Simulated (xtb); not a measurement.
# Run report: CH4AlBF2, energy and gradient calculation

System: CH4AlBF2, multiplicity 3, SMILES FB(F)[CH2][AlH2].
Method: GFN1-xTB (xtb 6.7.1).

The geometry is that of the parent species in another charge or spin state. The geometry comes from this level: GFN2-xTB.

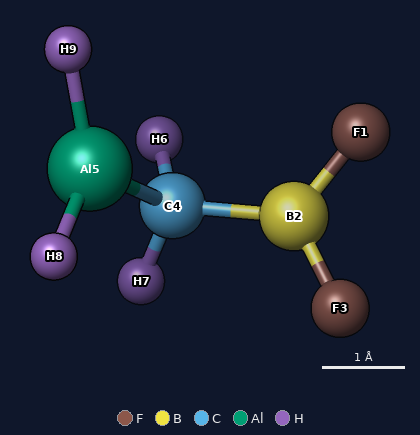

*The structure (ball-and-stick view, seen at a tilt; atoms are numbered from 1 in the order of the input). Sticks mark near contacts.*

Bond lengths as drawn: Al–C 2.01 Å, Al–H 1.54 Å, B–C 1.55 Å, B–F 1.32 to 1.33 Å and C–H 1.10 Å.

Input file (coord):
```
$coord
      4.028404768910     -1.433980875150      0.880385606941  f
      2.221826593768     -1.191585705144     -0.837828974614  b
      2.045893091565     -3.165782587541     -2.363121416106  f
      0.388263129566      1.088009816253     -0.924699684563  c
     -2.494495176290      0.401510109699      1.458150472284  al
      1.324093301003      2.822324864390     -0.275087431962  h
     -0.342437271043      1.395260386856     -2.840201673529  h
     -4.789416376558     -1.222671699894      0.671117335900  h
     -2.382132060920      1.306915690530      4.231285765650  h
$end
```

File .CHRG:
```
0
```

File .UHF:
```
2
```

Launched with:
```bash
xtb coord --gfn 1 --grad | tee out.txt
```

Output:
```
* xtb version 6.7.1
   ID    Z sym.   atoms
    1    9 f      1, 3
    2    5 b      2
    3    6 c      4
    4   13 al     5
    5    1 h      6-9

           -------------------------------------------------
          |                Calculation Setup                |
           -------------------------------------------------

          program call               : xtb coord --gfn 1 --grad
          coordinate file            : coord
          omp threads                :                     1

           -------------------------------------------------
          |                 G F N 1 - x T B                 |
           -------------------------------------------------

      * Hamiltonian:
        H0-scaling (s, p, d)           1.850000    2.250000    2.000000
        zeta-weighting                 0.000000
      * Dispersion:
        s8                             2.400000
        a1                             0.630000
        a2                             5.000000
        s9                             0.000000
      * Repulsion:
        kExp                           1.500000
        rExp                           1.000000
      * Coulomb:
        alpha                          2.000000
        third order                    atomic
        anisotropic                    false
      * Halogen bond correction:
        rad-scale                      1.300000
        damping                        0.440000

          ...................................................
          :                      SETUP                      :
          :.................................................:
          :  # basis functions                  34          :
          :  # atomic orbitals                  33          :
          :  # shells                           19          :
          :  # electrons                        28          :
          :  # halogen bonds                     0          :
          :  max. iterations                   250          :
          :  Hamiltonian                  GFN1-xTB          :
          :  restarted?                      false          :
          :  GBSA solvation                  false          :
          :  PC potential                    false          :
          :  electronic temp.          300.0000000     K    :
          :  accuracy                    1.0000000          :
          :  -> integral cutoff          0.2500000E+02      :
          :  -> integral neglect         0.1000000E-07      :
          :  -> SCF convergence          0.1000000E-05 Eh   :
          :  -> wf. convergence          0.2000000E-04 e    :
          :  Broyden damping             0.4000000          :
          :  net charge                          0          :
          :  unpaired electrons                  2          :
          ...................................................

 iter      E             dE          RMSdq      gap      omega  full diag
   1    -17.0529137 -0.170529E+02  0.708E+00    1.86       0.0  T
   2    -17.1037630 -0.508493E-01  0.571E+00    0.78       1.0  T
   3    -17.1548044 -0.510414E-01  0.270E+00    1.44       1.0  T
   4    -17.2044016 -0.495972E-01  0.109E+00    0.84       1.0  T
   5    -17.2021580  0.224355E-02  0.103E+00    0.84       1.0  T
   6    -17.2108712 -0.871320E-02  0.323E-01    0.85       1.0  T
   7    -17.2101431  0.728112E-03  0.372E-01    0.80       1.0  T
   8    -17.2117223 -0.157918E-02  0.232E-01    0.82       1.0  T
   9    -17.2112828  0.439504E-03  0.225E-01    0.85       1.0  T
  10    -17.2120894 -0.806553E-03  0.479E-02    0.83       1.0  T
  11    -17.2121331 -0.437244E-04  0.638E-03    0.83       5.2  T
  12    -17.2121334 -0.359826E-06  0.436E-03    0.83       7.7  T
  13    -17.2121337 -0.238403E-06  0.267E-03    0.83      12.5  T
  14    -17.2121338 -0.116545E-06  0.520E-04    0.83      64.1  T
  15    -17.2121338 -0.402332E-08  0.599E-05    0.83     556.0  T
  16    -17.2121338 -0.337934E-10  0.989E-06    0.83    3370.3  T

   *** convergence criteria satisfied after 16 iterations ***

         #    Occupation            Energy/Eh            Energy/eV
      -------------------------------------------------------------
         1        2.0000           -0.8477133             -23.0675
       ...           ...                  ...                  ...
         9        2.0000           -0.5399995             -14.6941
        10        2.0000           -0.5352379             -14.5646
        11        2.0000           -0.5232943             -14.2396
        12        2.0000           -0.4985932             -13.5674
        13        1.8754           -0.4592691             -12.4973
        14        1.1246           -0.4555649             -12.3966
        15        1.0000           -0.2318007              -6.3076 (HOMO)
        16        0.0000           -0.2013439              -5.4788 (LUMO)
        17                         -0.1447684              -3.9393
        18                         -0.1335449              -3.6339
        19                         -0.1227511              -3.3402
        20                         -0.0746935              -2.0325
       ...                                ...                  ...
        33                          1.0564570              28.7477
      -------------------------------------------------------------
                  HL-Gap            0.0304568 Eh            0.8288 eV
             Fermi-level           -0.3369947 Eh           -9.1701 eV

 transition dipole moment (au) for excitation:          14          15
     X       Y       Z
  -1.1191   0.1187   0.7089  total (au/Debye):    1.330   3.381
 dE (eV)             :    6.089
 oscillator strength :  0.37319E+00

 SCC (total)                   0 d,  0 h,  0 min,  0.012 sec
 SCC setup                      ...        0 min,  0.000 sec (  0.633%)
 Dispersion                     ...        0 min,  0.000 sec (  0.274%)
 classical contributions        ...        0 min,  0.000 sec (  0.125%)
 integral evaluation            ...        0 min,  0.002 sec ( 18.412%)
 iterations                     ...        0 min,  0.003 sec ( 27.407%)
 molecular gradient             ...        0 min,  0.004 sec ( 31.068%)
 printout                       ...        0 min,  0.003 sec ( 22.018%)

         :::::::::::::::::::::::::::::::::::::::::::::::::::::
         ::                     SUMMARY                     ::
         :::::::::::::::::::::::::::::::::::::::::::::::::::::
         :: total energy             -17.114453230921 Eh    ::
         :: gradient norm              0.120054503062 Eh/a0 ::
         :: HOMO-LUMO gap              0.828772915942 eV    ::
         ::.................................................::
         :: SCC energy               -17.212133804543 Eh    ::
         :: -> electrostatic           0.039715620706 Eh    ::
         :: repulsion energy           0.099933740157 Eh    ::
         :: dispersion energy         -0.002253166534 Eh    ::
         :: halogen bond corr.         0.000000000000 Eh    ::
         :: add. restraining           0.000000000000 Eh    ::
         :: total charge               0.000000000000 e     ::
         :::::::::::::::::::::::::::::::::::::::::::::::::::::

           -------------------------------------------------
          |                Property Printout                |
           -------------------------------------------------

    * Orbital Energies and Occupations

         #    Occupation            Energy/Eh            Energy/eV
      -------------------------------------------------------------
         1        2.0000           -0.8477133             -23.0675
       ...           ...                  ...                  ...
         3        2.0000           -0.6554951             -17.8369
         4        2.0000           -0.6079923             -16.5443
         5        2.0000           -0.5716775             -15.5561
         6        2.0000           -0.5701171             -15.5137
         7        2.0000           -0.5666254             -15.4187
         8        2.0000           -0.5445219             -14.8172
         9        2.0000           -0.5399995             -14.6941
        10        2.0000           -0.5352379             -14.5646
        11        2.0000           -0.5232943             -14.2396
        12        2.0000           -0.4985932             -13.5674
        13        1.8754           -0.4592691             -12.4973
        14        1.1246           -0.4555649             -12.3966
        15        1.0000           -0.2318007              -6.3076 (HOMO)
        16        0.0000           -0.2013439              -5.4788 (LUMO)
        17                         -0.1447684              -3.9393
        18                         -0.1335449              -3.6339
        19                         -0.1227511              -3.3402
        20                         -0.0746935              -2.0325
        21                         -0.0690778              -1.8797
        22                         -0.0638523              -1.7375
        23                         -0.0522121              -1.4208
        24                          0.0143935               0.3917
        25                          0.0647006               1.7606
        26                          0.1093037               2.9743
       ...                                ...                  ...
        33                          1.0564570              28.7477
      -------------------------------------------------------------
                  HL-Gap            0.0304568 Eh            0.8288 eV
             Fermi-level           -0.3369947 Eh           -9.1701 eV

  Mulliken/CM5 charges         n(s)   n(p)   n(d)
     1f    -0.29629 -0.24488   1.794  5.502  0.000
     2b     0.51054  0.31822   0.815  1.674  0.000
     3f    -0.29579 -0.24412   1.793  5.502  0.000
     4c    -0.10271 -0.10401   1.130  2.973  0.000
     5al    0.29115  0.09351   1.424  0.970  0.315
     6h     0.05664  0.11930   0.943  0.000  0.000
     7h     0.05446  0.11664   0.946  0.000  0.000
     8h    -0.10843 -0.02676   1.108  0.000  0.000
     9h    -0.10959 -0.02790   1.110  0.000  0.000

Wiberg/Mayer (AO) data.
largest (>0.10) Wiberg bond orders for each atom

 ---------------------------------------------------------------------------
     #   Z sym  total        # sym  WBO       # sym  WBO       # sym  WBO
 ---------------------------------------------------------------------------
     1   9 f    1.129 --     2 b    0.962
     2   5 b    3.248 --     4 c    1.031     3 f    0.966     1 f    0.962
                             5 al   0.196
     3   9 f    1.128 --     2 b    0.966
     4   6 c    3.550 --     2 b    1.031     7 h    0.935     6 h    0.932
                             5 al   0.525
     5  13 al   2.469 --     8 h    0.751     9 h    0.750     4 c    0.525
                             2 b    0.196
     6   1 h    1.037 --     4 c    0.932
     7   1 h    1.043 --     4 c    0.935
     8   1 h    0.869 --     5 al   0.751
     9   1 h    0.868 --     5 al   0.750
 ---------------------------------------------------------------------------

Topologies differ in total number of bonds
Writing topology from bond orders to xtbtopo.mol

 dipole moment from electron density (au)
     X       Y       Z
  -0.2117   0.6720  -0.1859  total (Debye):    1.852

           -------------------------------------------------
          | TOTAL ENERGY              -17.114453230921 Eh   |
          | GRADIENT NORM               0.120054503062 Eh/α |
          | HOMO-LUMO GAP               0.828772915942 eV   |
           -------------------------------------------------

------------------------------------------------------------------------
------------------------------------------------------------------------
 total:
 *  cpu-time:     0 d,  0 h,  0 min,  0.018 sec
 * ratio c/w:     1.000 speedup
 SCF:
 *  cpu-time:     0 d,  0 h,  0 min,  0.012 sec
 * ratio c/w:     1.000 speedup
```

Key numbers:

```csv
quantity,value
outcome,converged
electrons treated,28
total energy,−17.114453 hartree
dispersion energy,−0.002253 hartree
basis functions,34
largest force,3.494 eV/Å
dipole moment,1.85 D
hardware,"1 thread of Intel Xeon (Granite Rapids), 96 GiB of memory available, shared host"
peak memory,0.068 GiB
```
